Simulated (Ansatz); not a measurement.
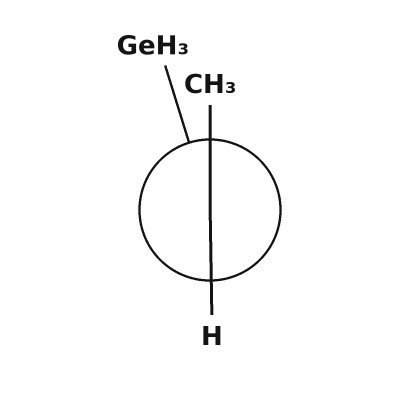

A Newman projection along the Al–S bond, aluminium in front; angles are drawn as computed, but eclipsed bonds slightly apart. The computed structure is the end point of a PBE-D4/def2-SVP optimisation. No frequency run is at hand to confirm it as a minimum.

Question: Which molecule is it?

Answer: CH7AlGeS, [CH3][AlH][S][GeH3]

Question: What is the torsion angle from the front CH3 to the back GeH3? The sign is positive where the front bond must turn clockwise to cover the back bond.

Answer: −1°, synperiplanar (eclipsed).
